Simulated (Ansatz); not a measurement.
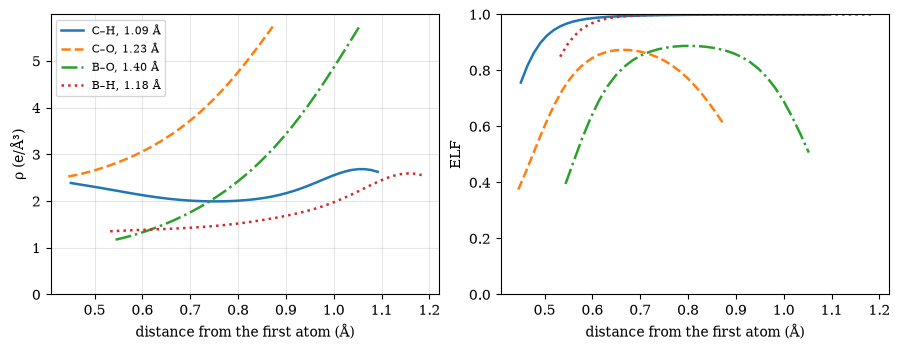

CH4BO (charge +1). Electron density and electron localisation function along straight lines between neighbouring atoms. The curves leave out the atomic cores.

Geometry: PBE0-D4/def2-TZVP.

Theory: Ansatz 0.2.0, isolated molecule in a Gaussian basis; Kohn-Sham density functional theory, functional PBE0.

```xyz
7

C    -2.6831    0.1802    0.1716
B    -0.5503   -0.3463    1.4887
O    -1.5318    0.0951    0.5885
H    -0.3391    0.3965    2.3855
H    -0.0365   -1.3697    1.1896
H    -2.8532    0.7654   -0.7342
H    -3.4980   -0.3191    0.7016
```

What kind of bonding do the profiles show?

C–H (1.09 Å): the density is about 2.2 e/Å³ at the midpoint; the ELF climbs to about 1 towards the hydrogen, as it does in any bond to H; an ordinary covalent bond to hydrogen.
C–O (1.23 Å): ρ is about 3.1 e/Å³ halfway; the ELF peaks at about 0.85 between the atoms: a multiple bond.
B–O (1.40 Å): the density is about 1.8 e/Å³ at the midpoint; the ELF peaks at about 0.90 between the atoms: a polar covalent bond.
B–H (1.18 Å): ρ is about 1.4 e/Å³ halfway; the ELF climbs to about 1 towards the hydrogen (an ordinary covalent bond to hydrogen).
